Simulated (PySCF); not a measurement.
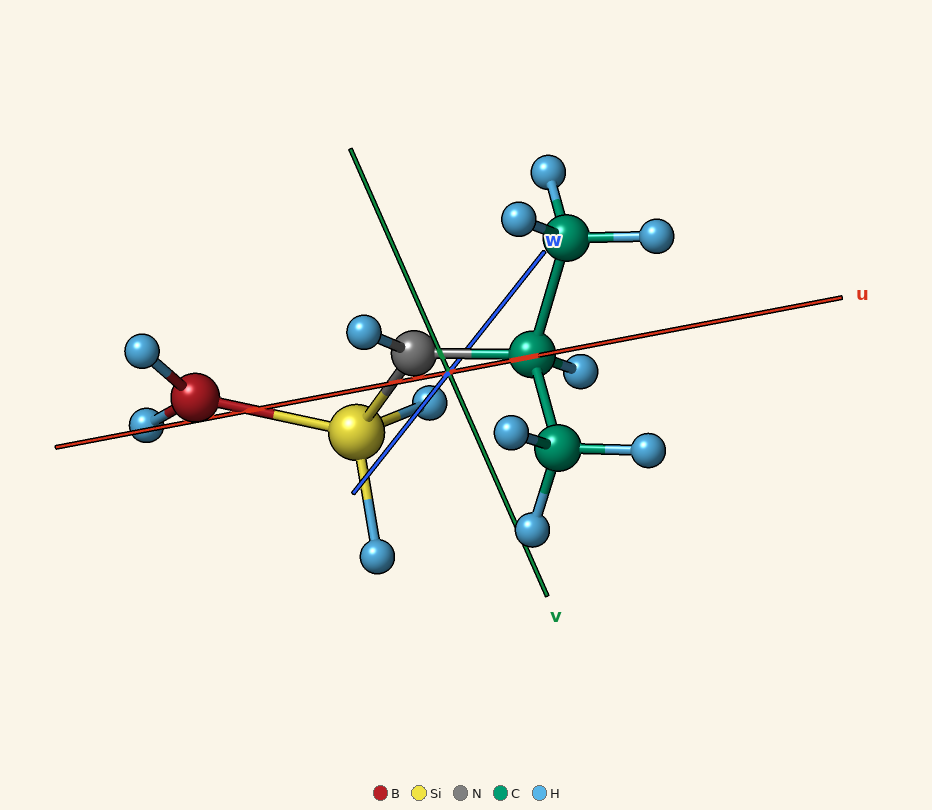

The lines u, v and w are the principal axes of the static dipole polarisability. Computed geometry: GFN2-xTB optimisation. No frequency run is at hand to confirm it as a minimum. Method: B3LYP/def2-SVPD (PySCF 2.14.0).

> Along which axis is the molecule most polarisable, and along which least?

Most along u, least along w.

> Give the three principal values.

u 105.5, v 84.2, w 77.3 bohr³; mean 89.0, anisotropy 25.5 bohr³.

The geometry is semi-empirical. Around B, Si such bond lengths and angles can be off by a tenth of an ångström or more and by several degrees, and values that hang on the shape move with them.
